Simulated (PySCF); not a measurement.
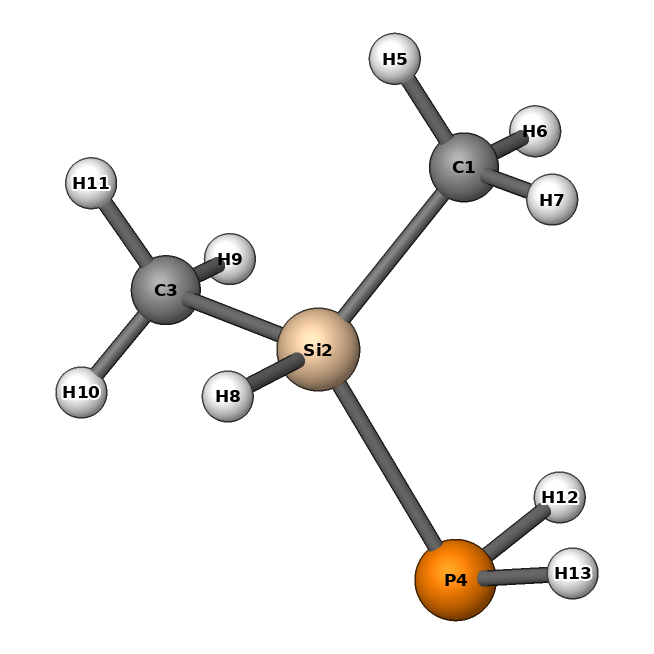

The questions are on Hirshfeld charges. The computed structure is the end point of a GFN2-xTB optimisation. No frequency run is at hand to confirm it as a minimum. Level of theory: PBE0/pcSseg-1, gas phase (PySCF 2.14.0).

List the Hirshfeld charges.

| atom | value (e) |
| --- | --- |
| C1 | −0.22 |
| Si2 | 0.33 |
| C3 | −0.21 |
| P4 | −0.04 |
| H5 | 0.04 |
| H6 | 0.04 |
| H7 | 0.04 |
| H8 | −0.09 |
| H9 | 0.04 |
| H10 | 0.04 |
| H11 | 0.04 |
| H12 | −0.01 |
| H13 | −0.01 |

The geometry is semi-empirical. Around P, Si such bond lengths and angles can be off by a tenth of an ångström or more and by several degrees, and values that hang on the shape move with them.
